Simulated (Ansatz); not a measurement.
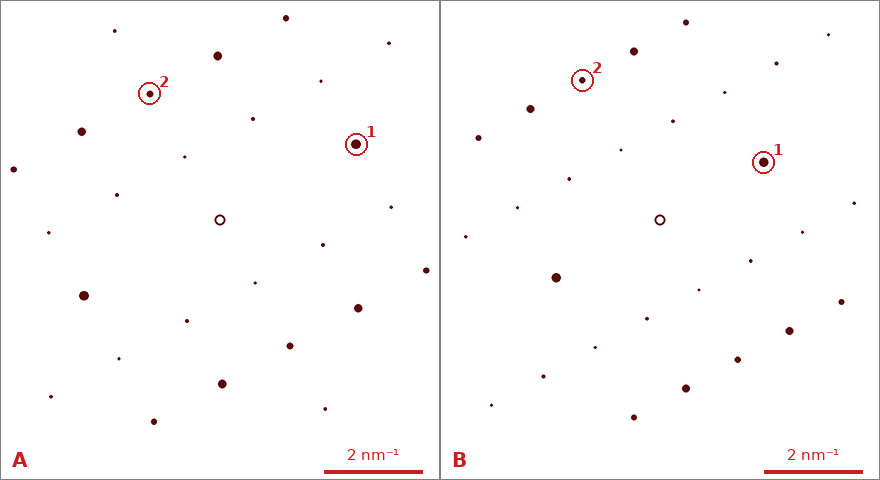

Kinematic electron diffraction patterns (120 kV, B = 0.5 Å², same scale) along [100] of the run's own cell, for the start and the end of one relaxation of KI3 with DFT PBE, scalar-relativistic, plane waves, PAW (Ansatz). k mesh 6×6×6. The start is a generated model structure, and the relaxation ends in the nearest stationary point of its symmetry, not necessarily the ground state. Spot 1 is 0 0 -2 and spot 2 is 0 2 0 in both.

Start structure:

```yaml
crystal:
  lattice:
    - [7.82463, 0.00000, 0.00000]
    - [-3.91232, 6.77633, 0.00000]
    - [0.00000, 0.00000, 6.28047]
  atoms:
    - { symbol: K, position: [0.33333, 0.66667, 0.25000] }
    - { symbol: K, position: [0.66667, 0.33333, 0.75000] }
    - { symbol: I, position: [0.83300, 0.66600, 0.25000] }
    - { symbol: I, position: [0.16700, 0.83300, 0.75000] }
    - { symbol: I, position: [0.33400, 0.16700, 0.25000] }
    - { symbol: I, position: [0.16700, 0.33400, 0.75000] }
    - { symbol: I, position: [0.83300, 0.16700, 0.25000] }
    - { symbol: I, position: [0.66600, 0.83300, 0.75000] }
```

Q: Which pattern belongs to the start structure, and which to the relaxed one?

A: A is the start: its cell gives d(1) = 3.140 Å, d(2) = 3.388 Å and an angle of 90.0°. B is the relaxed structure, with d(1) = 4.122 Å (+31.3 %), d(2) = 3.056 Å (-9.8 %) and 90.0°.

Q: What did the relaxation do to the structure and the energy?

A: The volume changed by +6.8 % to 44.45 Å³ an atom; the fractional coordinates hardly changed; the space group stayed P6_3/mmc (No. 194); the free energy fell by 130 meV an atom. Relaxed cell: a = 7.058 Å, b = 7.058 Å, c = 8.243 Å, α = 90.00°, β = 90.00°, γ = 120.00°.
